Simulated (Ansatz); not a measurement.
# Pnma (COD entry) KPO2F2, displaced supercell (48 atoms), step 2 of a relaxation

The starting structure: Pnma (COD entry) KPO2F2 (cell 8.039, 6.205, 7.635, 90, 90, 90), 1 x 2 x 1 conventional cells; every coordinate displaced by a Gaussian of 0.03 Å.

Geometry: step 2 of a relaxation. Computed with Ansatz 0.2.0: Kohn-Sham DFT, r2SCAN, PAW (set soft_2), plane waves; cutoff 500 eV, Γ point, fermi-dirac smearing of 0.025 eV.

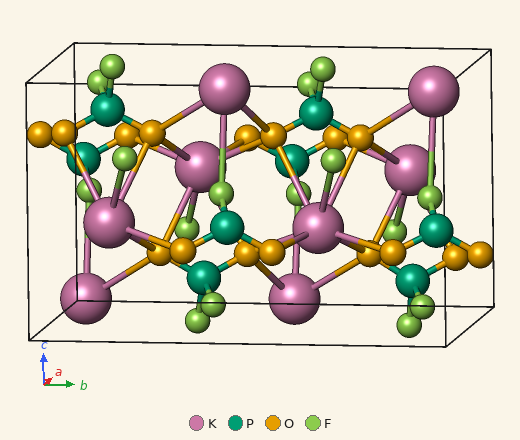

The structure (potassium pink, phosphorus teal, oxygen orange, fluorine green).

Extended XYZ; positions in Å, forces in eV/Å:

```xyz
48
Lattice="7.912 0.007 -0.002 0.010 12.216 -0.004 -0.002 -0.003 7.521" Properties=species:S:1:pos:R:3:forces:R:3 pbc="T T T"
K 1.221 1.467 1.071 -0.041 0.078 0.009
K 2.715 4.602 4.735 0.176 0.013 0.150
K 6.775 4.603 6.409 -0.186 0.001 0.052
K 5.125 1.469 2.711 0.065 0.066 0.004
P 0.728 1.530 5.213 1.186 0.950 0.091
P 3.235 4.569 1.425 -0.247 1.089 0.632
P 7.187 4.558 2.306 -1.572 1.359 0.163
P 4.668 1.543 6.078 0.312 -0.885 -0.707
O 0.778 0.263 5.901 -0.081 -1.979 1.335
O 3.183 5.857 2.159 -0.113 -0.209 -0.221
O 7.106 3.266 1.624 0.044 -0.506 -0.319
O 4.735 2.834 5.396 -0.123 0.819 -0.527
O 7.135 5.871 1.612 -0.030 -0.622 0.018
O 4.771 0.255 5.357 -0.416 0.067 -0.136
O 0.787 2.814 5.915 -0.009 0.655 0.262
O 3.210 3.298 2.148 -0.076 -0.837 0.230
F 7.480 1.528 4.232 -1.749 0.144 -1.239
F 4.446 4.612 0.463 0.600 -0.091 -0.532
F 0.483 4.581 3.257 1.074 -0.189 0.725
F 3.467 1.536 7.054 -0.960 -0.098 0.334
F 1.857 1.485 4.139 0.664 0.252 -0.522
F 2.109 4.569 0.341 -0.207 -0.033 -0.185
F 6.071 4.598 3.461 0.455 -0.125 -0.627
F 5.745 1.503 7.173 1.172 0.122 1.025
K 1.219 7.580 1.153 -0.018 0.091 -0.045
K 2.744 10.741 4.730 0.108 -0.063 0.153
K 6.730 10.743 6.433 -0.046 -0.094 0.010
K 5.147 7.593 2.640 0.056 0.068 0.035
P 0.702 7.648 5.244 1.560 -0.648 -0.616
P 3.224 10.690 1.426 0.711 0.331 -0.278
P 7.189 10.688 2.310 0.229 1.083 1.027
P 4.669 7.656 6.058 0.749 1.347 1.888
O 0.784 6.335 5.891 -0.166 -0.493 0.676
O 3.182 11.963 2.138 -0.151 1.211 0.569
O 7.156 9.412 1.652 -0.274 -2.274 -1.504
O 4.721 8.936 5.354 -0.028 0.790 -0.389
O 7.157 11.976 1.625 -0.092 0.904 -0.648
O 4.720 6.388 5.377 -0.099 -2.020 -0.957
O 0.794 8.925 5.938 -0.137 0.900 0.619
O 3.203 9.446 2.206 -0.238 -0.712 -0.520
F 7.423 7.653 4.272 -1.109 0.121 -0.711
F 4.498 10.738 0.482 -0.350 -0.365 0.086
F 0.514 10.655 3.255 0.749 0.191 0.613
F 3.474 7.690 7.083 -0.111 -0.105 -0.011
F 1.838 7.622 4.132 -0.088 0.202 -0.004
F 2.139 10.768 0.298 0.004 -0.553 0.040
F 6.114 10.705 3.430 -0.657 0.049 0.500
F 5.831 7.662 7.173 -0.538 -0.003 -0.548
```

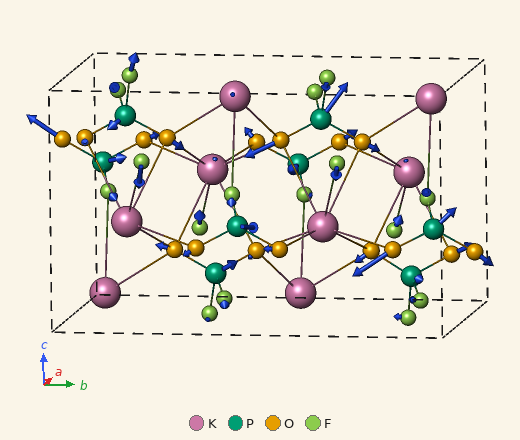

The forces as arrows, the longest 2.74 eV/Å.

Only the Γ point is sampled, in a cell whose shortest periodic width is 8 Å.

The r.m.s. force component is 0.681 eV/Å; the longest force, 2.74 eV/Å, acts on O35. The energy lies 24.4 meV/atom below that of the first step of this run.

[Logs are printed without paths, hosts, clocks, repeated set-up lines and the standing remarks that a program may print on its own settings, such as how far it seeks lower states.]

[Hosts, paths, dates, database ids (printed as entryN), source tags and the programs' standing remarks are cut or masked in the printed files.]
